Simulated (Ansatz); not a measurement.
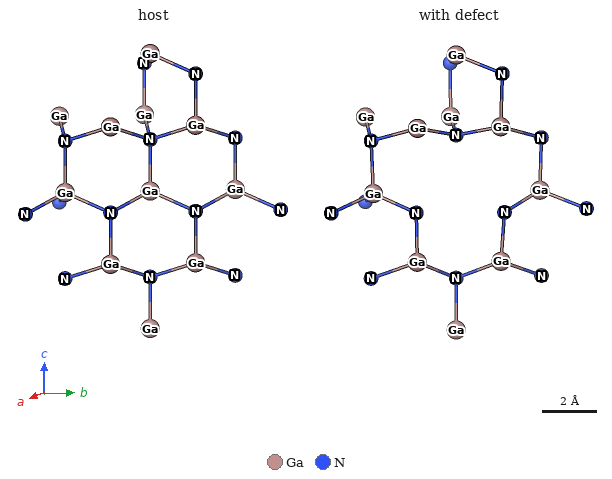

Left: perfect GaN. Right: the same region with one point defect, after relaxing the atoms in a supercell of 48 sites. The picture is a ball-and-stick view of the atoms within 5.2 Å of one point, in a slice 3.4 Å thick across the line of sight, seen slightly off an axis.

Theory: Ansatz 0.2.0, DFT, PBE, plane-wave PAW, default files, scalar-relativistic. Settings: plane-wave cutoff 420 eV; k-point mesh 4 × 3 × 2; occupations fermi dirac; smearing width 0.01 eV; no spin polarisation. A uniform background neutralises the charged cell. The axes drawn are those of the host's conventional cell.

> Which defect is it?

A gallium atom is taken out (a vacancy).

The charge state of the cell is −3.

> What does the relaxation do around it?

Around the empty Ga site the host had 4 N at 1.94 to 1.95 Å; after relaxation the nearest atoms are 4 N at 1.97 to 2.10 Å. Of the host's atoms, a nitrogen atom moves furthest from its site, by 0.16 Å. Relaxing the atoms from the host's sites lowers the energy by 1.28 eV.

Limits of the set-up: the periodic images lie only 6.4 Å apart, so the values are limited by the cell's size; the cell is charged, on a uniform background, and energies carry no finite-size correction.
